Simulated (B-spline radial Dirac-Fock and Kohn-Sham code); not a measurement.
Neutral Sn. Method: a Dirac–Hartree–Slater potential; 1 + βP₂(cos θ) + (δ + γ cos²θ) sin θ cos φ with E1 and E1–E2 terms (computed with a radial B-spline solver). Open shells are averaged over j.

Predict the main features of the following plot. Angular distribution of photoelectrons from O1 (5s) in the plane of the polarisation E (up) and the photon direction k (right), relative to an isotropic one.

At 181 eV, β = 1.973, γ = 0.247 and δ = 0.000. At 474 eV, β = 1.985, γ = 0.275 and δ = 0.000. At 9.18 keV, β = 1.992, γ = 0.415 and δ = 0.000. At 9.18 keV the emission 45° forward of E is 1.2 times that 45° backward, and the lobe peaks 4.0° from E towards k.

Here it is:

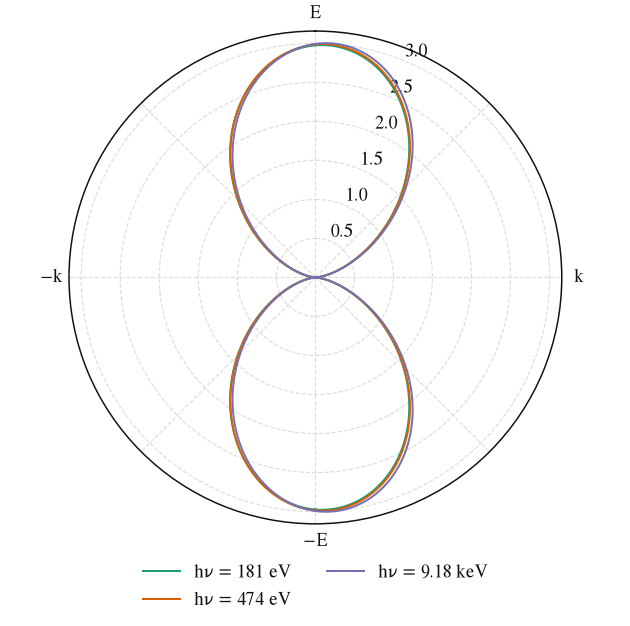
